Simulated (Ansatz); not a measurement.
Input file:

```
crystal:
  periodic: [false, false, false]
  atoms:
    - { symbol: Hf, position_ang: [0.0, 0.0, 0.0] }
    - { symbol: Cl, position_ang: [0.0, 0.0, 2.87] }
    - { symbol: F, position_ang: [1.8671, 0.0, -0.6593] }
    - { symbol: O, position_ang: [-0.975, 1.6891, -0.6893] }
    - { symbol: H, position_ang: [-1.9328, 1.4584, -0.9117] }
    - { symbol: O, position_ang: [-0.975, -1.6891, -0.6893] }
    - { symbol: H, position_ang: [-1.4296, -2.1548, 0.0831] }
    - { symbol: O, position_ang: [1.237, -1.8784, 0.7473] }
    - { symbol: H, position_ang: [0.6706, -2.7104, 0.6628] }
    - { symbol: H, position_ang: [0.8649, -1.3134, 2.002] }
basis:
  gaussian: { orbitals: def2-SVP }
hamiltonian:
  xc: b3lyp
  dispersion: d4
relax:
  f_tol: 0.15
  max_steps: 25
  restrain:
    - { distance: [0, 7], at: 2.07, k: 30.0 }
    - { distance: [9, 1], at: 1.37, k: 30.0 }
    - { distance: [0, 1], at: 3.72, k: 30.0 }
    - { distance: [9, 7], at: 2.21, k: 30.0 }
output:
  orbitals: {}
```

Launched as:

```sh
ansatz run input.yaml --threads 4 --pin off --max-ram 5120MiB --backend cpu --events-out ev --progress --plain --runs-dir out
```

The fields are those of the run's last geometry, not of the input's.

Core potentials replace the inner electrons of Hf; not at a stationary point (largest force 1.2 eV/Å).

Method: RKS B3LYP-D4/def2-SVP in Ansatz.

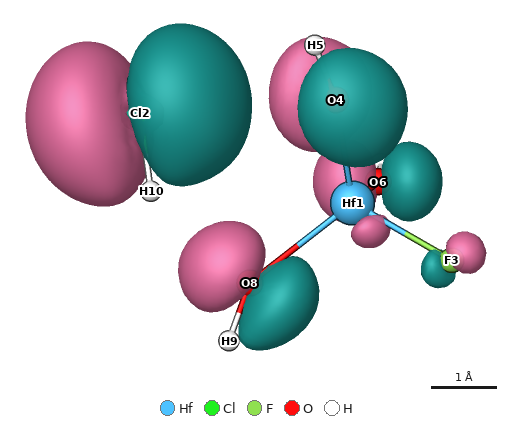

FH$_{3}$HfO$_{3}$···HCl. The HOMO−1 at ±0.08 Å⁻³ᐟ² (teal and pink are the two phases), seen across its widest extent.

Describe this orbital and give its energy.

Its weight (Hirshfeld) is mainly on Cl2 (about 60 %), O4 (about 20 %) and O8 (about 10 %). Its energy is −8.57 eV.
